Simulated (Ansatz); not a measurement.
Reaction (SMILES): BN (BH2-NH2) → [BH-]N (closed-shell singlet) + H+
B3LYP-D3(BJ)/def2-TZVP geometries, fixed; electronic energies without zero-point terms.

Basis-set convergence of the deprotonation energy at PBE with Ansatz (a quantum-chemistry and plane-wave program). Cartesian d functions, on some or all atoms, in 6-31G*, 6-31G**; all else is spherical. The program fits the integrals of some runs and decomposes those of others, by size. The proton leaves the site shown, which need not be the most acidic. No added dispersion term, no relativity. Functions are those of the species that has most. Reference: the value in aug-pcseg-3, 421.80 kcal/mol, itself unsure by roughly 2.03 kcal/mol (its mean distance from aug-cc-pVQZ, def2-QZVPPD). Deviations are taken from unrounded values. Cost is core time over that of 6-311++G(3df,3pd), rough, on shared machines of one kind; a dash marks a row that isn't timed (too short, read off another run, short of memory, by another algorithm or on other hardware).

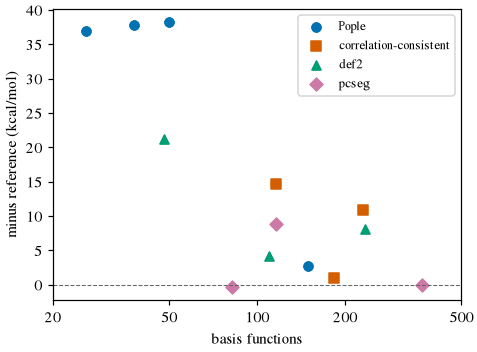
*Deviation from the reference against the number of basis functions, by family of sets.*

```tsv
basis	functions	deprotonation energy (kcal/mol)	minus reference (kcal/mol)	cost
3-21G	26	458.66	36.87	-
6-31G*	38	459.64	37.85	-
def2-SVP	48	443.03	21.23	-
6-31G**	50	459.97	38.18	-
aug-pcseg-1	82	421.47	-0.32	0.7×
def2-TZVPD	110	425.92	4.12	0.7×
cc-pVTZ	116	436.45	14.65	0.5×
pcseg-2	116	430.58	8.78	0.7×
6-311++G(3df,3pd)	150	424.52	2.72	1×
aug-cc-pVTZ	184	422.70	0.91	2×
cc-pVQZ	230	432.64	10.84	1×
def2-QZVPP	234	429.89	8.09	1×
aug-pcseg-3	366	421.80	0.00	10×
```
